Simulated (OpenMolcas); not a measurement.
# Bi²⁺: CASSCF terms and fine-structure levels

Wanted: the level scheme of Bi²⁺ from active-space wave functions.

Method: state-averaged CASSCF, spin-orbit coupling by RASSI with atomic mean-field integrals. Code: OpenMolcas 26.06.

3 further runs of the same task are left out: 3 set aside as unsound or not needed.

## Step 1: The atom as given

* Species: Bi²⁺ (bismuth, Z = 83, 81 electrons)
* Basis: ANO-RCC-VDZ [7s6p3d1f], 47 functions
* Scalar Hamiltonian: DKH3, point nucleus
* Inactive shells: 1s 2s 2p 3s 3p 3d 4s 4p 4d 4f 5s 5p 5d 6s
* Active space: 1 electron in 3 orbitals (6p)
* Some configurations of this space: 6s² 6p
* Orbitals: optimised for the ground-state spin in each parity, averaged over all roots

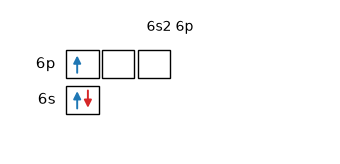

The shells outside the core, filled by Hund's rule for the drawing.

Each step is its own input file, run in one work folder so that later steps find the files of earlier ones. Labels, J, g values, rates, χT and fits are worked out afterwards by a script from the matrices that RASSI stores.

## Step 2: One- and two-electron integrals

Contents of a.inp:

```
&GATEWAY
Coord
1

Bi 0.0 0.0 0.0
Basis=ANO-RCC-VDZ
Group=XYZ
NoMove
AngMom=0.0 0.0 0.0
AMFI
&SEWARD
Relativistic=R03O02
```

Run with:

```
> OMP_NUM_THREADS=1 MOLCAS_MEM=2252 MOLCAS_PROJECT=a pymolcas a.inp > a.log
```

## Step 3: Reference wave functions, doublets of odd parity, 3 roots

Contents of a.inp:

```
&RASSCF
FileOrb=start.orb
Symmetry=2
Spin=2
nActEl=1 0 0
Inactive=21 19
Ras2=0 3
CIRoot=3 3 1
SDav=3
CIMx=300
Iter=120 100
PrWF=0.3
OrbListing=Nothing
MaxOrb=0
Atom
>>> COPY $Project.JobIph JOB001
```

start.orb holds the contracted functions of the basis, ordered by shell, or the orbitals of the step before.

## Step 4: RASSI: spin-orbit coupling between the states

Contents of a.inp:

```
&RASSI
NrOfJobIphs=1 3
1 2 3
IphNames
JOB001
EJob
SpinOrbit
DIPRint=1.0
SOCoupling=1000.0
Subsets=2
MEES
Property=10
'ANGMOM' 1 'ANGMOM' 2 'ANGMOM' 3 'MLTPL  1' 1 'MLTPL  1' 2 'MLTPL  1' 3
'AMFI' 1 'AMFI' 2 'AMFI' 3 'MLTPL  2' 6
SOProperty=3
'ANGMOM' 1 'ANGMOM' 2 'ANGMOM' 3
```

What does the calculation give? Wanted: lowest level; first excited level; spin-orbit lowering of the lowest level; strongest of the lines computed, by gA.

As calculated:

| quantity | value |
| --- | --- |
| method | CASSCF |
| lowest level | 6s² 6p ²P°_1/2, 100 % of that term, g = 0.666 |
| ground level listed by NIST | 2P°1/2 |
| first excited level | 6s² 6p ²P°_3/2 at 20279 cm⁻¹ |
| spin-orbit lowering of the lowest level | 13520 cm⁻¹ |
| strongest of the lines computed, by gA (one parity, so forbidden lines), at CASSCF energies | 6s² 6p ²P°_3/2 → 6s² 6p ²P°_1/2, 493.1 nm, A = 7.53e+01 s⁻¹ |

The multiplet ²P° is regular. Only the configurations of the active space and the roots asked for are present. Spin-orbit splittings of 6p shells come out too small at this level. Only valence configurations of the active space appear, up to the ionisation limit; * or ° marks odd parity.
